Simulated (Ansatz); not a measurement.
**BNH3ClO (SMILES NB(O)Cl) at PBE/def2-SVPD**

Aim: the vertical ionisation energy of BNH3ClO at PBE/def2-SVPD, from 2 runs. 

The calculation is run with Ansatz 0.2.0.

77 further runs of the same task are left out: 77 set aside as unsound or not needed.

### Step 1. The structure to begin with

The species is BNH3ClO (7 atoms), meant as a singlet with charge 0. As SMILES, `NB(O)Cl`. The coordinates come from a PBE0-D4/def2-TZVP relaxation. This is one conformer, not always the lowest.

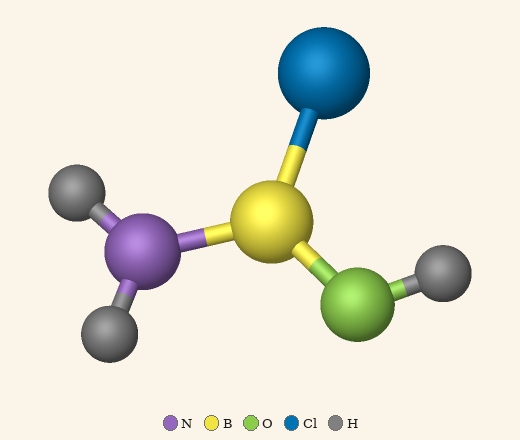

Viewed from a chosen angle; nitrogen purple, boron yellow, oxygen green, chlorine blue, hydrogen grey.

### Step 2. A single-point energy at PBE/def2-SVPD

Contents of input.yaml:

```yaml
crystal:
  periodic: [false, false, false]
  atoms:
    - {symbol: N, position_ang: [-0.520100, 0.976200, -0.014400]}
    - {symbol: B, position_ang: [0.060900, -0.288100, -0.083300]}
    - {symbol: O, position_ang: [1.097000, -0.622600, 0.732400]}
    - {symbol: Cl, position_ang: [-0.570000, -1.477100, -1.260400]}
    - {symbol: H, position_ang: [-1.284200, 1.257300, -0.599100]}
    - {symbol: H, position_ang: [-0.194300, 1.671700, 0.633400]}
    - {symbol: H, position_ang: [1.410800, -1.517400, 0.591500]}
basis:
  gaussian:
    orbitals: def2-SVPD
hamiltonian:
  xc: {name: PBE}
accuracy: high
output:
  orbitals: {seedname: orbitals}
```

Command:

```bash
ansatz run input.yaml --threads 1 --pin off --max-ram 3480MiB --events-out events.jsonl --progress --plain --runs-dir runs
```

Log:

```text
Warning: RAYON_NUM_THREADS=1 ignored (pool sized by the plan → 1); use --threads N
Functional definition: PBE
  name "PBE"
  parameter kappa = 0.804
  parameter beta = 0.06672455060314922
  exchange = pbe_x(kappa = kappa, mu = beta*pi^2/3)
  correlation = pbe_c(beta = beta)
2284 factors; integrals over basis functions are off by at most 3.6e-9 eV
mean field evaluation 1: about -16761.1391 eV, gradient 7.7e1 eV
mean field evaluation 2: about -16723.1726 eV, gradient 1.5e2 eV
mean field evaluation 4: about -16771.8920 eV, gradient 1.4e1 eV
mean field evaluation 8: about -16772.2563 eV, gradient 4.2e-1 eV
mean field evaluation 16: about -16772.2566 eV, gradient 1.2e-5 eV
mean field -16772.25662621 eV, -616.3690623693 hartree, gradient 3.6e-8 eV, S^2 0.000000; 0 other end points of the search recorded, 0 dependent functions left out
reference -16772.25663012 eV, -616.3690625131 hartree; 20, 20 occupied and 94, 94 virtual orbitals, 2284 factors
Total energy: -16772.25663012 eV, -616.3690625131 hartree
```

Wall time 5.1 s (1 thread of Intel Xeon 6975P-C (Granite Rapids), shared host); peak memory 0.33 GiB.

### Step 3. The doublet cation at the same level

Contents of run.yaml:

```yaml
crystal:
  periodic: [false, false, false]
  atoms:
    - {symbol: "N", position_ang: [-0.520100, 0.976200, -0.014400]}
    - {symbol: B, position_ang: [0.060900, -0.288100, -0.083300]}
    - {symbol: O, position_ang: [1.097000, -0.622600, 0.732400]}
    - {symbol: Cl, position_ang: [-0.570000, -1.477100, -1.260400]}
    - {symbol: H, position_ang: [-1.284200, 1.257300, -0.599100]}
    - {symbol: H, position_ang: [-0.194300, 1.671700, 0.633400]}
    - {symbol: H, position_ang: [1.410800, -1.517400, 0.591500]}
basis:
  gaussian:
    orbitals: def2-SVPD
total_charge: 1
magnetization:
  spin_polarized: true
  initial_magnetization: 1
hamiltonian:
  xc: pbe
accuracy: high
output:
  orbitals: {seedname: orbitals}
```

Command:

```bash
ansatz run run.yaml --threads 1 --pin off --max-ram 3480MiB --events-out events.jsonl --progress --plain --runs-dir runs
```

Log (excerpt; [...] marks lines left out):

```text
Warning: RAYON_NUM_THREADS=1 ignored (pool sized by the plan → 1); use --threads N
[... 6 set-up lines as earlier in the session ...]
2283 factors; integrals over basis functions are off by at most 3.6e-9 eV
mean field evaluation 1: about -16736.9979 eV, gradient 7.7e1 eV
mean field evaluation 2: about -16560.6422 eV, gradient 1.8e2 eV
mean field evaluation 4: about -16745.8334 eV, gradient 5.8e1 eV
mean field evaluation 8: about -16761.8669 eV, gradient 4.5e0 eV
mean field evaluation 16: about -16761.9972 eV, gradient 7.5e-3 eV
mean field evaluation 32: about -16758.9250 eV, gradient 1.9e1 eV
mean field evaluation 64: about -16761.9779 eV, gradient 4.1e-1 eV
mean field -16761.99724675 eV, -615.9920371283 hartree, gradient 4.0e-8 eV, S^2 0.754553; 5 other end points of the search recorded, 0 dependent functions left out
reference -16761.99725117 eV, -615.9920372907 hartree; 20, 19 occupied and 94, 95 virtual orbitals, 2283 factors
Total energy: -16761.99725117 eV, -615.9920372907 hartree
```

Run time: 15 s. Hardware: 1 thread of Intel Xeon 6975P-C (Granite Rapids), shared host; peak memory 0.42 GiB.

### Step 4. Summary of results

Level: PBE/def2-SVPD.

| quantity | value |
| --- | --- |
| singlet BNH3ClO: total energy | -616.36906 Eh |
| singlet BNH3ClO: HOMO energy | -6.76 eV |
| singlet BNH3ClO: LUMO energy | -0.61 eV |
| singlet BNH3ClO: HOMO–LUMO gap | 6.14 eV |
| doublet cation: total energy | -615.99204 Eh |
| doublet cation: HOMO energy (highest over α and β) | -13.77 eV |
| doublet cation: LUMO energy (lowest over α and β) | -13.68 eV |
| doublet cation: ⟨S²⟩ | 0.755 |
| vertical ionisation energy (to the doublet cation) | 10.259 eV |

Removing an electron at fixed nuclei costs 10.26 eV (237 kcal/mol). −ε(HOMO) before ionisation, 6.76 eV, is 3.50 eV below this ionisation energy.
